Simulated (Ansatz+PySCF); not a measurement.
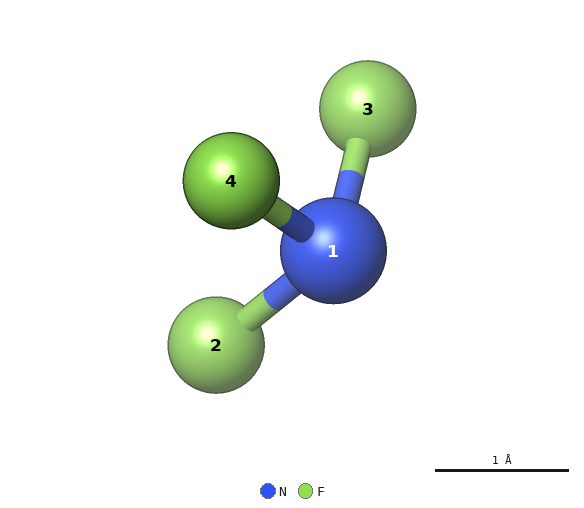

Simulated data, not a measurement (program: Ansatz+PySCF).

Orthographic view. Depth is shown by fading: the farther an atom, the more it takes the colour of the background. Geometry: a fixed input geometry, not necessarily a minimum.

Write a MOL file (V2000) with the atoms in numerical order, bonds sorted by atom number with the orders drawn, and coordinates in the frame of the picture: x right, y up, z towards the viewer, origin at the mean position.

```
NF3
                    3D

  4  3  0  0  0  0  0  0  0  0999 V2000
    0.3500   -0.2200    0.1300 N   0  0  0  0  0  0  0  0  0  0  0  0
   -0.5400   -0.9300   -0.5800 F   0  0  0  0  0  0  0  0  0  0  0  0
    0.6100    0.8500   -0.6600 F   0  0  0  0  0  0  0  0  0  0  0  0
   -0.4200    0.3100    1.1100 F   0  0  0  0  0  0  0  0  0  0  0  0
  1  2  1  0
  1  3  1  0
  1  4  1  0
M  END
```
